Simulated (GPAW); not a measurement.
# STM contrast on NbSi2As4 monolayer

What would a tunnelling microscope show on NbSi2As4 monolayer?

Method: GPAW, PAW setups; layer in a repeated cell with vacuum, relaxation of atoms and in-plane cell, in the first sound run; inputs show where later runs differ, in GPAW 26.7.0.

## 1. Set-up

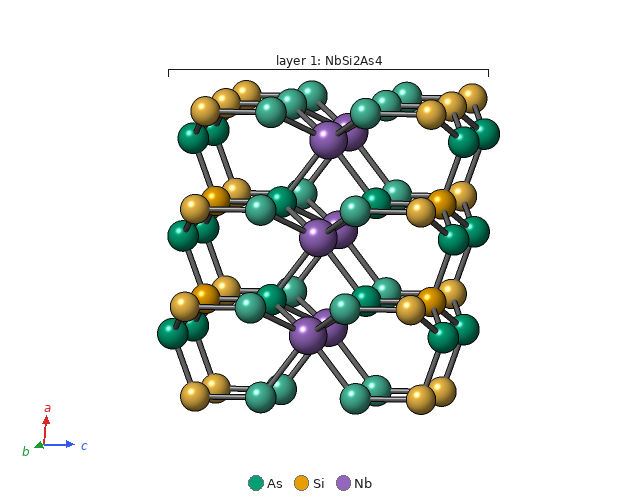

Start, viewed from the side, with the c axis across the page; arsenic teal, silicon orange, niobium purple. 2×1×1 cells are drawn. Some periodic images of atoms are drawn too.

The cell holds 7 atoms: 4 As, 2 Si and 1 Nb. Cell: a = 3.630 Å, b = 3.630 Å, c = 25.214 Å, α = 90.0°, β = 90.0°, γ = 120.0°. Vacuum lies along c.

## 2. Relaxation

Forces are removed first; all later runs use this geometry.

Input file run.py:

```python
import json
import numpy as np
from ase import Atoms
from ase.filters import FrechetCellFilter
from ase.optimize import BFGS
from gpaw import GPAW, PW

slab = Atoms(
    ['As', 'Si', 'As', 'Nb', 'As', 'Si', 'As'],
    positions=[
        [0.00000, 0.00000, 8.00000],
        [-0.00000, 2.09578, 8.76197],
        [-0.00000, 2.09578, 10.99197],
        [0.00000, 0.00000, 12.60722],
        [-0.00000, 2.09578, 14.22246],
        [-0.00000, 2.09578, 16.45246],
        [0.00000, 0.00000, 17.21443]],
    cell=[[3.63, 0.0, 0.0], [-1.815, 3.14367, 0.0], [0.0, 0.0, 25.2144]],
    pbc=[True, True, True],
    magmoms=[0.0, 0.0, 0.0, 1.0, 0.0, 0.0, 0.0])

slab.calc = GPAW(mode=PW(600), xc='PBE', kpts={'size': (9, 9, 1), 'gamma': True},
                 occupations={'name': 'fermi-dirac', 'width': 0.05}, nbands='200%',
                 convergence={'density': 1e-05}, maxiter=200,
                 symmetry={'tolerance': 1e-3}, txt='slab.txt')
result = {}
# The in-plane cell is free; stress needs a cell that repeats along all three vectors
path = []
opt = BFGS(FrechetCellFilter(slab, mask=[1, 1, 0, 0, 0, 1]), maxstep=0.2)
opt.attach(lambda: path.append((slab.get_potential_energy(), slab.positions.tolist(), slab.get_forces().tolist())))
result['relaxed'] = bool(opt.run(fmax=0.02, steps=45))
result['path'] = path
result['cell'] = slab.cell.tolist()
print('in-plane lattice', slab.cell.cellpar().round(4)[[0, 1, 5]])
energy = slab.get_potential_energy()
fermi = slab.calc.get_fermi_level()
v = slab.calc.get_electrostatic_potential().mean((0, 1)) - fermi
n = slab.calc.get_pseudo_density().mean((0, 1))
L = slab.cell[2, 2]
z = np.arange(len(v)) * L / len(v)
low, high = slab.positions[:, 2].min(), slab.positions[:, 2].max()
below, above = np.interp([low - 5.8, high + 5.8], z, v)
slopes = [np.interp(x, z, np.gradient(v, z)) for x in (low - 5.8, high + 5.8)]
eps = np.array([[slab.calc.get_eigenvalues(k, s) for k in range(len(slab.calc.get_ibz_k_points()))]
                for s in range(slab.calc.get_number_of_spins())]) - fermi
top, bottom = eps[eps < 0].max(), eps[eps > 0].min()
dipole = slab.get_dipole_moment()[2]
print(f'energy {energy:.4f} eV, Fermi level {fermi:.4f} eV, dipole {dipole:.5f} e A')
print(f'potential 5.8 A off the faces, from the Fermi level: lower {below:.4f} eV, upper {above:.4f} eV')
print(f'slope of the potential there: lower {slopes[0]:.5f}, upper {slopes[1]:.5f} eV/A')
print(f'nearest levels on the mesh: {top:.4f} and {bottom:.4f} eV')
print('magnetic moment', round(slab.get_magnetic_moment(), 3))
result.update(energy=energy, fermi=fermi, dipole=dipole, below=below, above=above, slopes=slopes, edges=[top, bottom],
              z=z.tolist(), v=v.tolist(), n=n.tolist(), positions=slab.positions.tolist(),
              forces=slab.get_forces(apply_constraint=False).tolist(), moments=slab.get_magnetic_moments().tolist())
json.dump(result, open('result.json', 'w'))
```

The run is started by

```sh
$ OMP_NUM_THREADS=1 OPENBLAS_NUM_THREADS=1 python run.py
```

The program printed:

```text
Step          Energy          fmax
BFGS:    0      -39.399754        3.388013
BFGS:    1      -39.925993        2.837396
BFGS:    2      -40.797753        0.945854
BFGS:    3      -40.826613        0.603743
BFGS:    4      -40.862444        0.495650
BFGS:    5      -40.918390        0.567365
BFGS:    6      -40.953307        0.395317
BFGS:    7      -40.965533        0.176084
BFGS:    8      -40.968734        0.166749
BFGS:    9      -40.971090        0.171533
BFGS:   10      -40.973838        0.165420
BFGS:   11      -40.977429        0.197967
BFGS:   12      -40.981344        0.181578
BFGS:   13      -40.983877        0.124307
BFGS:   14      -40.984702        0.044163
BFGS:   15      -40.984839        0.006592
in-plane lattice [  3.6805   3.6805 120.    ]
energy -40.9713 eV, Fermi level 0.6261 eV, dipole 0.00053 e A
potential 5.8 A off the faces, from the Fermi level: lower 5.0015 eV, upper 5.0000 eV
slope of the potential there: lower 0.00037, upper 0.00045 eV/A
nearest levels on the mesh: -0.0273 and 0.0357 eV
magnetic moment 0.0
```

Elapsed: 52 min, on 1 thread of Arm Neoverse V2, shared host; peak memory 0.75 GiB.

This step gave:

```
dipole along the normal                    : 5.29e-4 e·Å
levels nearest the Fermi level on the mesh : -0.02726, 0.03569 eV from the Fermi level
sum of the site moments                    : 0 μB
```

The electrostatic potential energy of an electron (without an applied field's), less the Fermi level, planar mean oscillates, so the rows of the table below give means over windows of 1.75 Å about each position, cut where the curve ends. Its maxima inside the range that stand out by 2 % of the span (Å: eV): 8.2: -9.40, 9.9: 2.23, 11.7: -5.05, 13.5: -5.05, 15.3: 2.22, 17.0: -9.40. Its minima: 7.6: -14.1, 8.7: -11.0, 11.1: -12.3, 12.6: -16.2, 14.1: -12.3, 16.5: -11.0, 17.6: -14.1.

Electrostatic potential energy of an electron (without an applied field's), less the Fermi level, planar mean against z; means over each step:

```csv
z (Å),"electrostatic potential energy of an electron (without an applied field's), less the Fermi level, planar mean (eV)"
0.88,5.00
2.62,5.00
4.38,4.99
6.12,3.41
7.88,-10.4
9.62,-1.54
11.38,-8.07
13.12,-10.3
14.88,-3.04
16.62,-8.53
18.38,-2.53
20.12,4.91
21.88,5.00
23.62,5.00
```

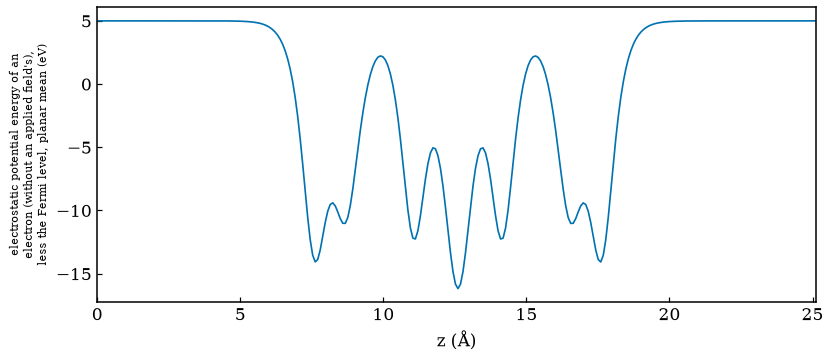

Electrostatic potential energy of an electron (without an applied field's), less the Fermi level, planar mean, plotted against z.

The pseudo valence density, planar mean oscillates, so the rows of the table below give means over windows of 1 Å about each position, cut where the curve ends. Its maxima inside the range that stand out by 2 % of the span (Å: e/Å³): 7.2: 0.256, 8.1: 0.384, 10.7: 0.244, 12.6: 1.04, 14.5: 0.244, 17.2: 0.384, 18.0: 0.256. Its minima: 7.5: 0.178, 9.8: 0.125, 11.0: 0.165, 14.2: 0.165, 15.4: 0.125, 17.7: 0.178.

The pseudo valence density, planar mean by z; means over each step:

```csv
z (Å),"pseudo valence density, planar mean (e/Å³)"
3,6.0e-6
4,1.1e-4
5,0.00181
6,0.0292
7,0.189
8,0.305
9,0.190
10,0.153
11,0.232
12,0.541
13,0.676
14,0.258
15,0.175
16,0.164
17,0.315
18,0.209
19,0.0514
20,0.00332
21,1.9e-4
22,1.1e-5
```

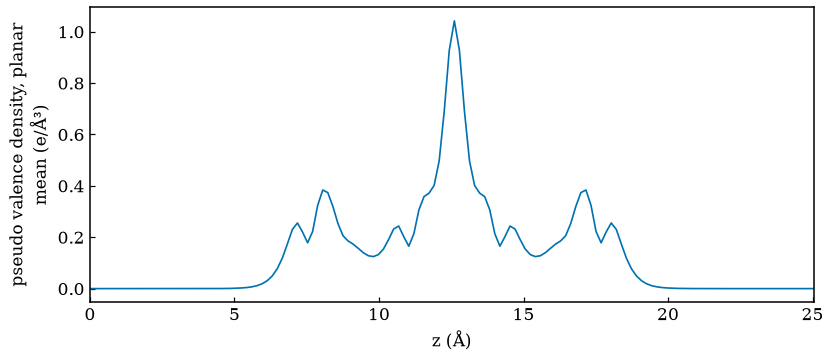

Pseudo valence density, planar mean, plotted against z.

The relaxation lowered the energy of the cell by 1.59 eV (energies extrapolated to zero smearing; the optimiser's log prints free energies). The largest force left on a free atom is 0.0066 eV/Å.

## 3. The slab's potential

With the geometry fixed, the planar mean of the potential gives the vacuum level on each side.

This step: GPAW, PAW setups; slab in vacuum (GPAW 26.7.0).

The cell differs from the one that the last finished run ended in (c 25.214 → 26.034 Å).

Input file run.py:

```python
import json
import numpy as np
from ase import Atoms
from ase.dft.stm import STM
from gpaw import GPAW, PW

slab = Atoms(
    ['As', 'Si', 'As', 'Nb', 'As', 'Si', 'As'],
    positions=[
        [0.00000, 0.00000, 8.00000],
        [-0.00000, 2.12493, 9.09961],
        [-0.00000, 2.12493, 11.47725],
        [0.00000, 0.00000, 13.01694],
        [-0.00000, 2.12493, 14.55662],
        [-0.00000, 2.12493, 16.93426],
        [0.00000, -0.00000, 18.03387]],
    cell=[[3.6805, -0.0, 0.0], [-1.84025, 3.1874, 0.0], [0.0, 0.0, 26.0339]],
    pbc=[True, True, False],
    magmoms=[0.0, 0.0, 0.0, 1.0, 0.0, 0.0, 0.0])

slab.calc = GPAW(mode=PW(400), xc='PBE', kpts={'size': (9, 9, 1), 'gamma': True},
                 occupations={'name': 'fermi-dirac', 'width': 0.05}, nbands='200%',
                 convergence={'density': 1e-05}, maxiter=200,
                 poissonsolver={'dipolelayer': 'xy'},
                 symmetry={'tolerance': 1e-3}, txt='slab.txt')
result = {}
energy = slab.get_potential_energy()
fermi = slab.calc.get_fermi_level()
v = slab.calc.get_electrostatic_potential().mean((0, 1)) - fermi
n = slab.calc.get_pseudo_density().mean((0, 1))
L = slab.cell[2, 2]
z = np.arange(len(v)) * L / len(v)
low, high = slab.positions[:, 2].min(), slab.positions[:, 2].max()
below, above = np.interp([low - 5.8, high + 5.8], z, v)
slopes = [np.interp(x, z, np.gradient(v, z)) for x in (low - 5.8, high + 5.8)]
eps = np.array([[slab.calc.get_eigenvalues(k, s) for k in range(len(slab.calc.get_ibz_k_points()))]
                for s in range(slab.calc.get_number_of_spins())]) - fermi
top, bottom = eps[eps < 0].max(), eps[eps > 0].min()
dipole = slab.get_dipole_moment()[2]
print(f'energy {energy:.4f} eV, Fermi level {fermi:.4f} eV, dipole {dipole:.5f} e A')
print(f'potential 5.8 A off the faces, from the Fermi level: lower {below:.4f} eV, upper {above:.4f} eV')
print(f'slope of the potential there: lower {slopes[0]:.5f}, upper {slopes[1]:.5f} eV/A')
print(f'nearest levels on the mesh: {top:.4f} and {bottom:.4f} eV')
print('magnetic moment', round(slab.get_magnetic_moment(), 3))
result.update(energy=energy, fermi=fermi, dipole=dipole, below=below, above=above, slopes=slopes, edges=[top, bottom],
              z=z.tolist(), v=v.tolist(), n=n.tolist(), positions=slab.positions.tolist(),
              forces=slab.get_forces(apply_constraint=False).tolist(), moments=slab.get_magnetic_moments().tolist())

# Images need the states of the whole zone, up to time reversal
slab.calc = slab.calc.fixed_density(symmetry={'point_group': False}, txt='states.txt', nbands='290%',
                                    convergence={'bands': 'CBM+1.3'})
stm = STM(slab)
result['stm'] = []
for bias in [-1.0, 1.0]:
    height = high + 3.0
    current = stm.get_averaged_current(bias, height)
    x, y, h = stm.scan(bias, current)
    i, f = divmod(height / L * stm.ldos.shape[2], 1)
    I = abs((1 - f) * stm.ldos[:, :, int(i)] + f * stm.ldos[:, :, int(i) + 1])
    print(f'bias {bias} V: mean current at 3.0 A {current:.4e}, corrugation {np.ptp(h):.4f} A')
    result['stm'].append(dict(bias=bias, current=current, h=(h - high).tolist(), I=I.tolist()))
json.dump(result, open('result.json', 'w'))
```

The program printed:

```text
energy -40.9541 eV, Fermi level 0.4491 eV, dipole -0.00075 e A
potential 5.8 A off the faces, from the Fermi level: lower 4.9960 eV, upper 5.0053 eV
slope of the potential there: lower -0.00006, upper 0.00006 eV/A
nearest levels on the mesh: -0.0272 and 0.0357 eV
magnetic moment 0.0
bias -1.0 V: mean current at 3.0 A 4.6713e-05, corrugation 0.5195 A
bias 1.0 V: mean current at 3.0 A 3.3533e-05, corrugation 0.3007 A
```

The job ended after 8.9 min (1 thread; peak memory 0.9 GiB).

This step gave:

```
dipole along the normal                    : -7.45e-4 e·Å
levels nearest the Fermi level on the mesh : -0.02719, 0.03572 eV from the Fermi level
upper work function                        : 5.005 eV
lower work function                        : 4.996 eV
corrugation -1                             : 0.5195 Å
corrugation 1                              : 0.3007 Å
```

The electrostatic potential energy of an electron (without an applied field's), less the Fermi level, planar mean oscillates, so the rows of the table below give means over windows of 2 Å about each position, cut where the curve ends. Its maxima inside the range that stand out by 2 % of the span (Å: eV): 8.6: -9.40, 10.3: 2.23, 12.2: -5.02, 13.8: -5.02, 15.7: 2.23, 17.4: -9.40. Its minima: 8.0: -14.1, 9.1: -11.1, 11.5: -12.3, 13.0: -16.2, 14.6: -12.2, 17.0: -11.0, 18.0: -14.0.

The electrostatic potential energy of an electron (without an applied field's), less the Fermi level, planar mean by z; means over each step:

```csv
z (Å),"electrostatic potential energy of an electron (without an applied field's), less the Fermi level, planar mean (eV)"
0,5.00
2,5.00
4,4.99
6,4.54
8,-8.12
10,-2.39
12,-9.34
14,-9.54
16,-2.27
18,-8.33
20,4.50
22,5.00
24,5.01
```

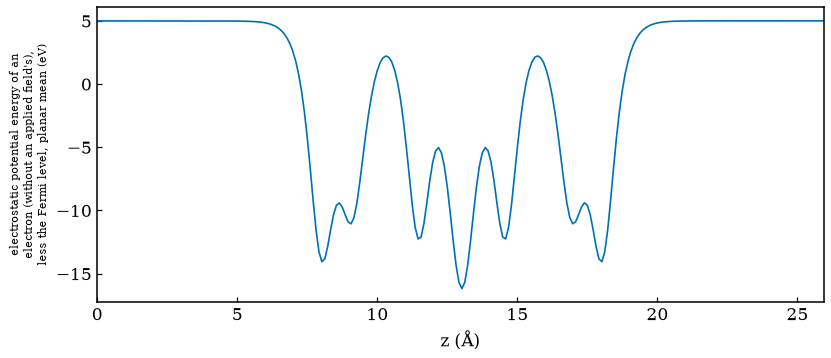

Electrostatic potential energy of an electron (without an applied field's), less the Fermi level, planar mean against z.

The pseudo valence density, planar mean oscillates, so the rows of the table below give means over windows of 2 Å about each position, cut where the curve ends. Its maxima inside the range that stand out by 2 % of the span (Å: e/Å³): 7.5: 0.249, 8.5: 0.387, 11.0: 0.246, 12.9: 0.999, 15.0: 0.246, 17.5: 0.387, 18.5: 0.249. Its minima: 7.9: 0.180, 10.2: 0.125, 11.5: 0.165, 14.6: 0.165, 15.8: 0.125, 18.1: 0.180.

The pseudo valence density, planar mean by z; means over each step:

```csv
z (Å),"pseudo valence density, planar mean (e/Å³)"
4,7.1e-5
6,0.0202
8,0.254
10,0.170
12,0.420
14,0.433
16,0.170
18,0.257
20,0.0219
22,8.0e-5
```

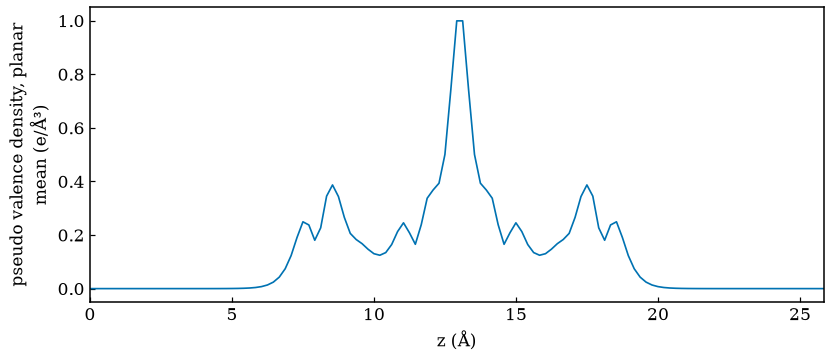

Pseudo valence density, planar mean, plotted against z.

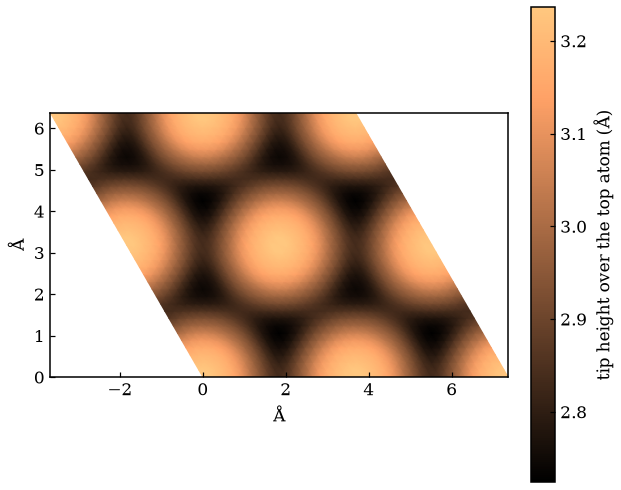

Tip height over the top atom over a1 and a2. Sample bias -1 V, constant current at the mean current 3.0 Å over the top atom. The cell is repeated, with its origin at the lower left corner.

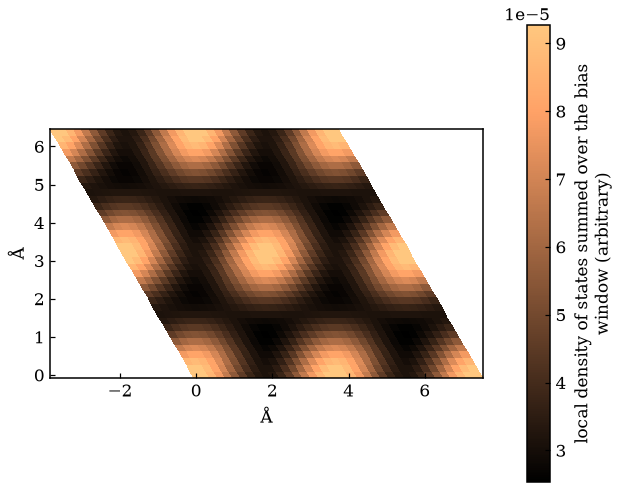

Local density of states summed over the bias window over a1 and a2. Sample bias -1 V, constant height 3.0 Å over the top atom. The cell is repeated, with its origin at the lower left corner.

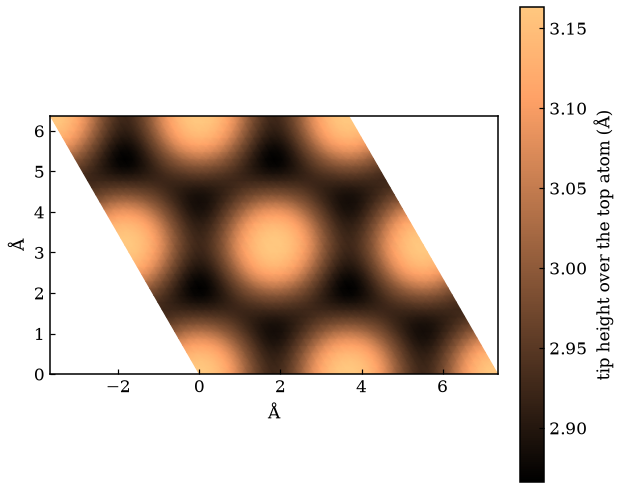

Tip height over the top atom over a1 and a2. Sample bias 1 V, constant current at the mean current 3.0 Å over the top atom. The cell is repeated, with its origin at the lower left corner.

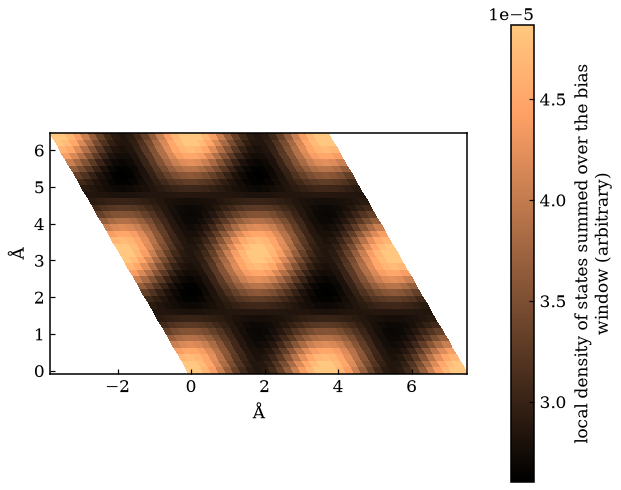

Local density of states summed over the bias window over a1 and a2. Sample bias 1 V, constant height 3.0 Å over the top atom. The cell is repeated, with its origin at the lower left corner.

The potential is flat to 6.4e-5 eV/Å where it is read, so the vacuum is wide enough.

## 4. What came out

```
work function, upper and lower face : 5.005 and 4.996 eV
dipole along the normal             : -7.5e-4 e Å
corrugation at -1 V                 : 0.519 Å
corrugation at 1 V                  : 0.301 Å
```

**Reading.** The corrugation at constant current is largest at -1 V, where the tip height varies by 0.52 Å over the cell. Negative sample bias images filled states, positive bias empty ones. The images are of Tersoff-Hamann type: an s-wave tip, no tip-sample forces, heights closer than in a microscope. The small printed dipole stands for a step of 11 meV from the lower to the upper face, and the probes find 9.3 meV; values this small are near the numerical noise of both. One magnetic start was tried; another order may lie lower. The layer's cell and atoms come from the relaxation; spin-orbit coupling and temperature are left out.

[Logs are printed without paths, hosts, clocks, repeated set-up lines and the standing remarks that a program may print on its own settings, such as how far it seeks lower states.]

[Hosts, paths, dates, database ids (printed as entryN), source tags and the programs' standing remarks are cut or masked in the printed files.]
